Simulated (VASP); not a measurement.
Band structure of BaHfO₃ (space group Pm-3m). Computed with PBE GGA with spin-orbit coupling, VASP's PBE PAW potentials (set 64) (plane waves; VASP).

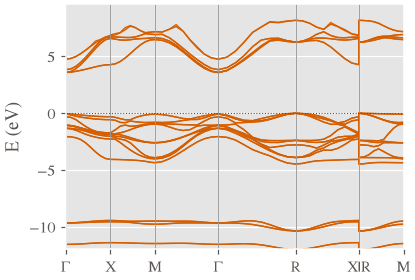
Figure. Bands along high-symmetry lines, zero at the valence-band maximum or, without a gap, the Fermi level

### Question
Read the plot: is there a gap, and where are the band edges?

### Answer
The gap is indirect, 3.58 eV, from the valence maximum at R to the conduction minimum at Γ.

The structure is a typed BaHfO3 crystal. The cell was not relaxed at this level. The run is one of a series of settings (GGA_COMPAT = .FALSE., LNONCOLLINEAR = .TRUE., LSORBIT = .TRUE., MAGMOM = 0.0 0.0 0.0 0.0 0.0 0.0 0.0 0.0 0.0 0.0 0.0 0.0 0.0 0.0 0.0, program vasp_ncl against the base run), some of them coarse on purpose.
